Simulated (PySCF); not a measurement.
**Run report: CH₇B₂N, NMR shielding calculation**

System: CH₇B₂N.
Method: GIAO PBE0/cc-pVDZ NMR shielding, non-relativistic, gas phase (PySCF 2.14.0).

The geometry comes from this level: PBE0-D3(BJ)/def2-SVP. Figures and captions count atoms from 1; the log counts them from 0 in places.

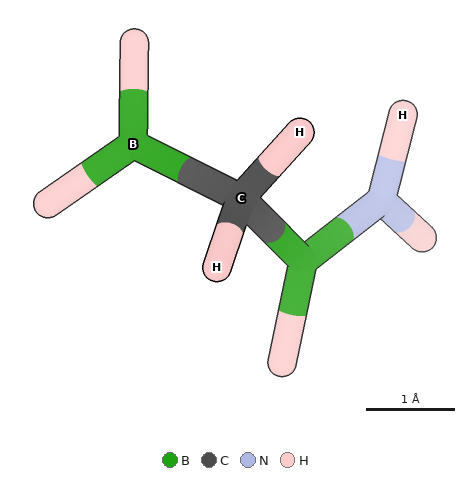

Figure 1. The structure (stick view, seen at a tilt).

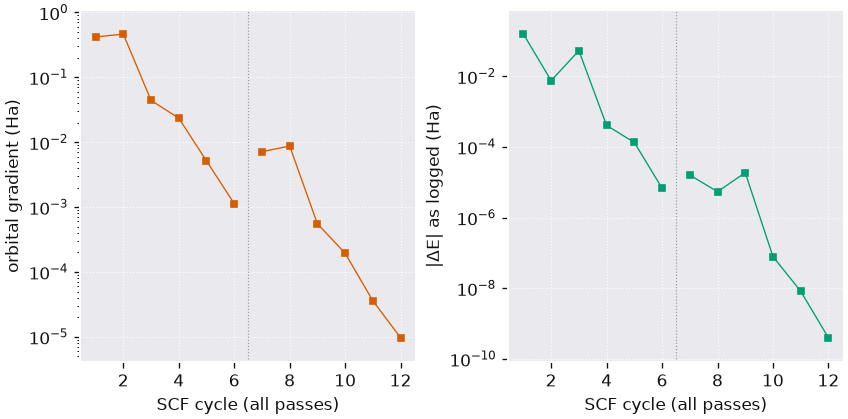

Figure 2. Convergence of the self-consistent field: orbital gradient and size of the energy change against the SCF cycle. The dotted line marks the change from a coarse to the final integration grid. The first 6 cycles use a coarse grid, the final grid takes over at cycle 7, and the field converges after 12 cycles in all.

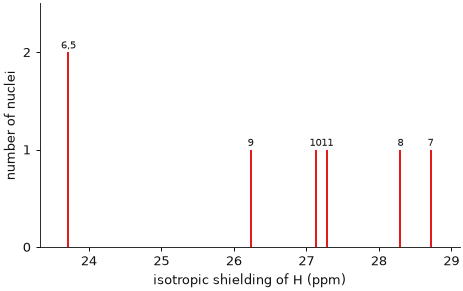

Figure 3. Isotropic shieldings of the hydrogen nuclei in this fixed geometry, labelled by atom number; shielding grows to the right, so chemical shift grows to the left. The least shielded is H6 (23.7 ppm), the most shielded H7 (28.7 ppm).

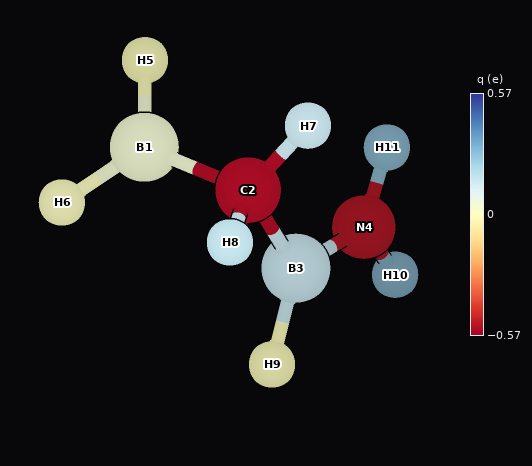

Figure 4. IAO charges, as the colour of each atom (ball-and-stick view, seen at a tilt; atoms are numbered from 1 in the order of the input). By element: B +0.04 to +0.15, C −0.54, N −0.51 and H 0.00 to +0.28 e.

The input and output of the run follow.

The input:
```
{"job": {"kind": "nmr", "xc": "PBE0", "basis": "cc-pVDZ", "pop": true}, "charge": 0, "multiplicity": 1}
B     -1.557648     0.234477    -0.317752
C     -0.578826    -0.629889     0.503104
B      0.750382    -0.436364    -0.355554
N      1.598566     0.645905    -0.133137
H     -1.781368     1.385906    -0.008799
H     -2.061161    -0.187229    -1.336533
H     -0.421680    -0.271285     1.531719
H     -0.822876    -1.702622     0.477579
H      1.038733    -1.202741    -1.247902
H      2.446531     0.794237    -0.663573
H      1.430659     1.350235     0.575016
```

The first line tells a small driver script what to run in PySCF; the rest is the geometry in Å.

Command:
```bash
OMP_NUM_THREADS=1 python <driver script> task.json out
```

Log:
```
coarse grid: 8664 points
cycle   1  E = -146.5553130508  dE =  1.561e-01  |g| = 4.185e-01  |ddm| = 5.976e+00
cycle   2  E = -146.5478012702  dE =  7.512e-03  |g| = 4.633e-01  |ddm| = 1.632e+00
cycle   3  E = -146.6008667919  dE = -5.307e-02  |g| = 4.410e-02  |ddm| = 7.832e-01
cycle   4  E = -146.6012727953  dE = -4.060e-04  |g| = 2.346e-02  |ddm| = 9.821e-02
cycle   5  E = -146.6014063324  dE = -1.335e-04  |g| = 5.152e-03  |ddm| = 4.004e-02
cycle   6  E = -146.6014131270  dE = -6.795e-06  |g| = 1.128e-03  |ddm| = 1.011e-02
final grid: 82224 points
cycle   7  E = -146.6103744589  dE = -1.594e-05  |g| = 7.140e-03  |ddm| = 4.881e-02
cycle   8  E = -146.6103690573  dE =  5.402e-06  |g| = 8.720e-03  |ddm| = 2.618e-02
cycle   9  E = -146.6103876889  dE = -1.863e-05  |g| = 5.534e-04  |ddm| = 1.387e-02
cycle  10  E = -146.6103877673  dE = -7.843e-08  |g| = 1.943e-04  |ddm| = 1.170e-03
cycle  11  E = -146.6103877755  dE = -8.208e-09  |g| = 3.595e-05  |ddm| = 2.887e-04
cycle  12  E = -146.6103877759  dE = -3.967e-10  |g| = 9.703e-06  |ddm| = 9.827e-05
converged SCF energy = -146.6103877759

GIAO shielding tensors (ppm)
atom      isotropic    diamagn.    paramagn.     s11        s22        s33       span
  0 B       37.337     199.272    -161.935    -36.088      6.895    141.204    177.292
  1 C      154.273     243.149     -88.876     93.165    165.044    204.610    111.445
  2 B       76.087     204.735    -128.648     41.721     59.963    126.579     84.858
  3 N      156.423     304.298    -147.876     52.032    190.930    226.306    174.274
  4 H       23.734      30.907      -7.173     17.180     26.020     28.001     10.821
  5 H       23.702      30.264      -6.562     17.459     26.146     27.502     10.042
  6 H       28.713      30.521      -1.808     26.547     27.468     32.126      5.578
  7 H       28.298      28.837      -0.539     25.805     27.569     31.520      5.715
  8 H       26.231      31.145      -4.914     25.283     26.174     27.236      1.953
  9 H       27.126      28.736      -1.610     23.034     24.077     34.268     11.235
 10 H       27.290      30.670      -3.380     23.535     25.619     32.716      9.180
```

Key numbers:

```json
{"quantity": "outcome", "value": "converged"}
{"quantity": "total energy", "value": "−146.610388 hartree"}
{"quantity": "HOMO", "value": "−8.17 eV"}
{"quantity": "LUMO", "value": "−1.07 eV"}
{"quantity": "dipole moment", "value": "2.28 D"}
{"quantity": "isotropic shielding, B", "value": "37.3 to 76.1 ppm"}
{"quantity": "isotropic shielding, C", "value": "154.3 ppm"}
{"quantity": "isotropic shielding, N", "value": "156.4 ppm"}
{"quantity": "isotropic shielding, H", "value": "23.7 to 28.7 ppm"}
{"quantity": "hardware", "value": "1 CPU thread, shared host"}
{"quantity": "wall time", "value": "5.6 s"}
{"quantity": "peak memory", "value": "0.5 GiB"}
```
